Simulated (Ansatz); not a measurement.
**Effect of x(Te) = 0.5, 12 atoms, P2_1/c on hypothetical rutile WSe2**

Take WSe2 in the rutile structure (space group P4_2/mnm, No. 136; a = 6.145 Å, c = 3.402 Å; a hypothetical phase, not in the database extracts checked) as the base.

The other end (x = 1) is TeSe2 in the rutile structure (space group P4_2/mnm, No. 136; a hypothetical phase, not in the database extracts checked): 30.09 Å³/atom, gap zero; this end may not be an ambient phase.

Modification: Te replaces 50.0 % of the W, ordered in a cell of 12 atoms (starting symmetry P2_1/c) and fully relaxed.

Computed with r2SCAN/PAW in Ansatz (a quantum-chemistry and plane-wave program), no spin-orbit coupling. k-mesh 6×8×8 (Γ-centred); smearing 0.05 eV (Fermi–Dirac), for the changed cell.

| quantity | base | changed | shift |
|---|---|---|---|
| density | 8.84 g/cm³ | 6.93 g/cm³ | -1.91 g/cm³ |
| shortest interatomic distance | 2.497 Å | 2.469 Å | -0.028 Å |
| band gap | zero | zero | – |
| deviation of the volume from the linear (Vegard-type) interpolation | – | -2.7 % | – |

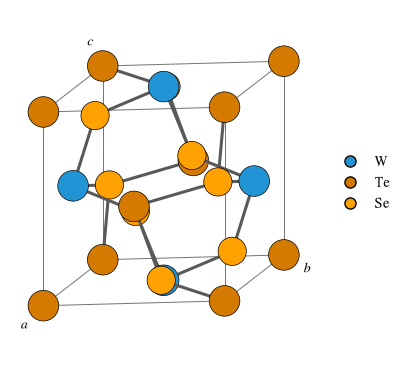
The relaxed conventional cell after the change

These are small ordered cells, not random alloys; other orderings at the same x differ. Whether these cells are dynamically stable was not tested. The final runs are not spin-polarised. WTeSe4 and WSe2 have a high density of states at the Fermi level and may be magnetic at this level. Under x(Te) = 0.5, 12 atoms, P2_1/c the cell changed shape so far that it is another structure. A zero or small gap of TeSe2 can be the functional's error rather than a property of the material.
